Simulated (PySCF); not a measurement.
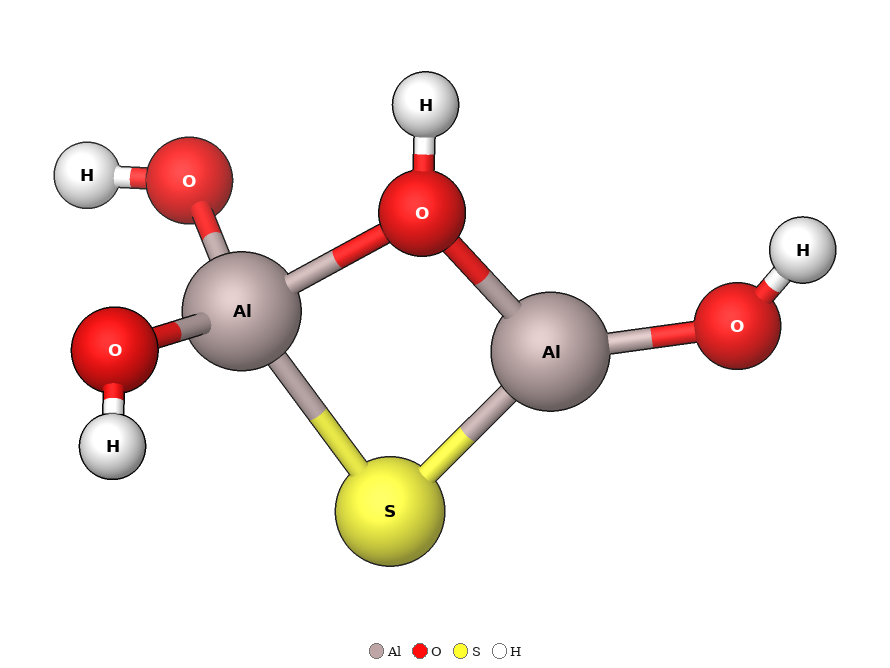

The computed structure is the end point of a PBE0-D3(BJ)/def2-SVP optimisation. No frequency run is at hand to confirm it as a minimum. Level of theory: B3LYP/def2-SVPD, gas phase (PySCF 2.14.0). Excitations: vertical, linear response.

What does the calculation give?

The species is Al₂H₄O₄S.
- dipole moment: 4.09 D
- HOMO energy (Kohn–Sham orbital): −7.22 eV
- LUMO energy (Kohn–Sham orbital): −1.70 eV
- HOMO–LUMO gap: 5.52 eV
- mean static polarisability: 81.0 bohr³
- lowest vertical singlet excitation: 4.62 eV
- its oscillator strength: 0.025
- brightest of the 15 lowest singlets: 7.13 eV
- its oscillator strength: 0.08
